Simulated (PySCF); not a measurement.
C$_{4}$H$_{5}$BCl$_{2}$ (SMILES CC1=C[C@H]1B(Cl)Cl)

Input file:

```
{"job": {"kind": "uv", "xc": "B3LYP", "basis": "def2-SVPD", "nstates": 8, "ntriplets": 3}, "charge": 0, "multiplicity": 1}
C     -1.805799     0.477022     0.179712
C     -0.635422    -0.388965     0.094957
C      0.022170    -1.453749    -0.201162
C      0.862477    -0.345975     0.455158
B      1.841477     0.508217    -0.372784
Cl     3.246623     1.204847     0.343607
Cl     1.538464     0.805838    -2.050550
H     -2.690687    -0.041570    -0.183980
H     -1.966444     0.788181     1.211808
H     -1.640429     1.372129    -0.419890
H      0.130235    -2.432113    -0.592378
H      1.098532    -0.494548     1.509475
```

Run with:

```sh
OMP_NUM_THREADS=1 python probes_run.py task.json out
```

Geometry: GFN2-xTB.

These are results of B3LYP/def2-SVPD, SCF density, gas phase (PySCF), not measurements.

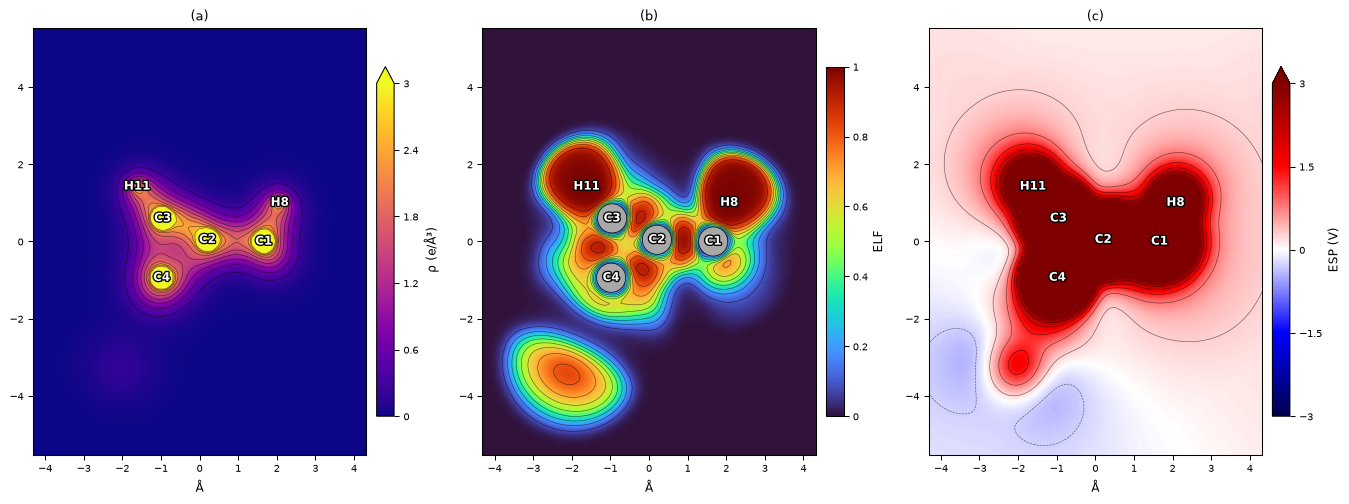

Figure 1. (a) electron density; (b) electron localisation function; (c) electrostatic potential on the plane of atoms C1, C2 and C3. Grey discs cover the atomic cores in the ELF map.

> What does the map show?

- The section cuts through C and H sites.
- C–C (1.29 Å): ρ is about 2.3 e/Å³ halfway; the ELF peaks at about 0.85 between the atoms; a short, multiple covalent bond.
- C–H (1.06 Å): ρ at the midpoint is about 2.1 e/Å³; the ELF climbs to about 1 towards the hydrogen, as it does in any bond to H (a covalent bond by its length).
- C–C (1.46 Å): the density is about 1.8 e/Å³ at the midpoint; the ELF peaks at about 0.95 between the atoms (a covalent bond).
- The ELF also peaks beside Cl6, away from the bonds: lone-pair regions.
- Outside the dense part of the molecule the potential is most negative (−0.4 V) near Cl6, which lies off the plane.

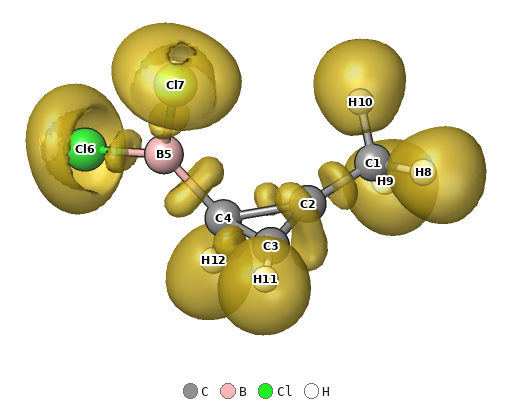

Figure 2. Isosurface of the electron localisation function at 0.85 (yellow), seen at a tilt. Only the valence region is drawn (cores and ρ < 0.01 e/Å³ removed).

> Describe the localisation domains.

The surface consists of one region between bonded B–C atoms (shared pairs), two regions between bonded B–Cl atoms (shared pairs), four regions between bonded C–C atoms (shared pairs), five regions around hydrogen nuclei and two rings or bowls of non-bonding electrons around Cl.


 C–B (1.54 Å): the ELF peaks at about 1 between the atoms (a covalent bond).

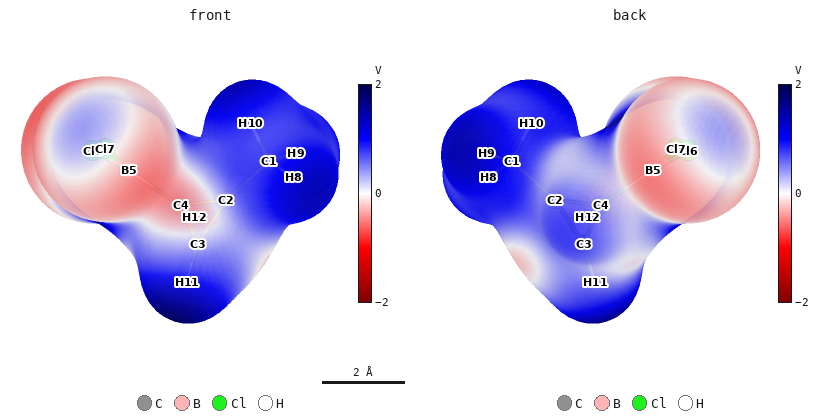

Figure 3. The electrostatic potential painted on the density surface at 0.004 e/bohr³, seen from the front and from behind; the colour scale runs from red (negative) to blue (positive).

> Where is the surface potential most negative and most positive?

The most negative region (about −0.6 V) lies over Cl6 and Cl7, the most positive (about +1.8 V) over B5 and H11. Cl6 shows a σ-hole: about +0.4 V at the tip opposite its bond, against about −0.4 V on its flanks. Cl7 shows a σ-hole: about +0.4 V at the tip opposite its bond, against about −0.4 V on its flanks.
